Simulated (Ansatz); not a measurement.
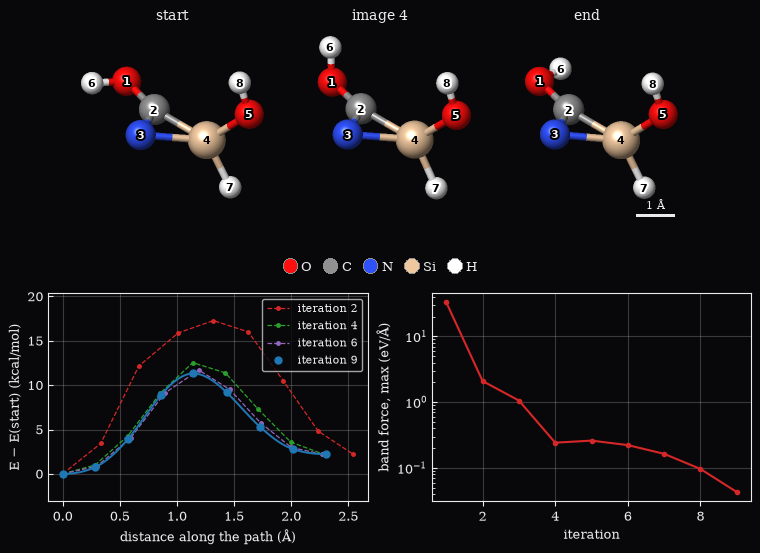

A nudged-elastic-band calculation for CH₃NO₂Si. Images are numbered from 0 (start) to 8 (end). The plot follows the band through its iterations. A ball-and-stick model, seen at a tilt.

All numbers below come from RKS PBE-D4/def2-SVP (Ansatz). Set-up: 7 movable images; climbing image; force threshold 0.05 eV/Å; iteration limit 60; starting path through a guess of the saddle point.

Question: How did the profile develop, and is the result final?

Answer: The result is final at these settings. The band converged in 9 iterations. The largest component of the band force went from 33 to 0.043 eV/Å. The climbing image converged on the top of the path. Its vibrational analysis gives one imaginary mode (576i cm⁻¹), as a transition state must have. The first iteration put the highest image at 113.4 kcal/mol. The highest point, image 4, lies 11.3 kcal/mol above the start and 9.1 kcal/mol above the end; the end is at +2.2 kcal/mol relative to the start.
